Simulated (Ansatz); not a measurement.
Input file:

```
crystal:
  periodic: [false, false, false]
  atoms:
    - {symbol: Mg, position_ang: [0.036900, 1.085653, 1.120682]}
    - {symbol: Se, position_ang: [0.121615, 0.283381, -1.363029]}
    - {symbol: Se, position_ang: [-0.158516, -1.369034, 0.242357]}
basis:
  gaussian: {orbitals: def2-TZVP, initial_orbitals: start.molden}
magnetization: {spin_polarized: true, initial_magnetization: 2}
hamiltonian: {xc: pbe0, dispersion: d4}
output: {orbitals: {seedname: orbitals}}
```

Launched as:

```sh
ansatz run in.yaml --threads 4 --pin off --events-out ev --progress --plain --max-ram 3916MiB
```

Geometry: PBE-D4/def2-TZVP.

Computed with Ansatz 0.2.0, UKS PBE0-D4/def2-TZVP.

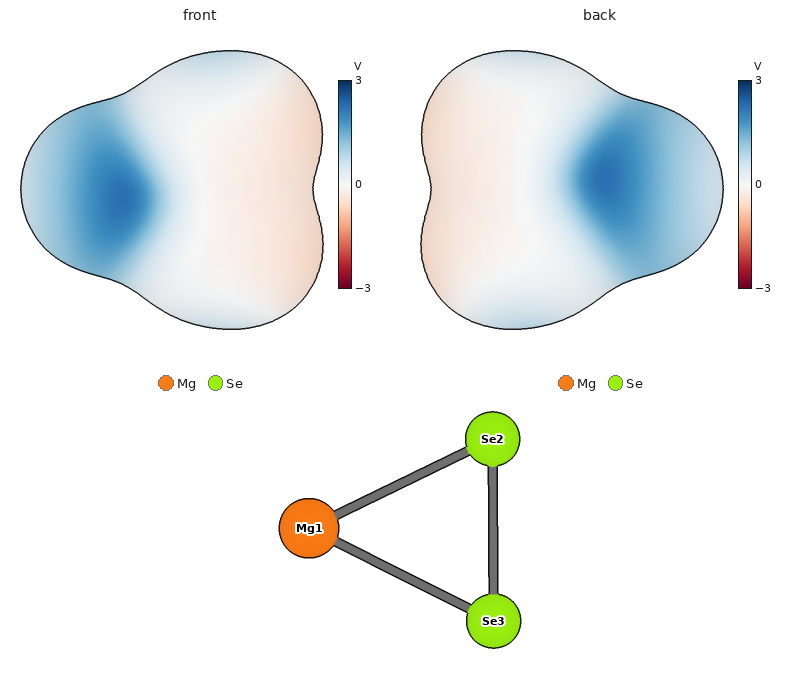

MgSe₂ (triplet). The electrostatic potential painted on the density surface at 0.002 e/bohr³, seen from the front and from behind; the colour scale runs from red (negative) to blue (positive). The bare structure is drawn below in the same view.

Describe the electrostatic potential map.

Answer. The most negative region (about −0.5 V, or −12 kcal/mol for a unit charge) lies over Se2 and Se3, the most positive (about +2.2 V, or +51 kcal/mol for a unit charge) over Mg1.
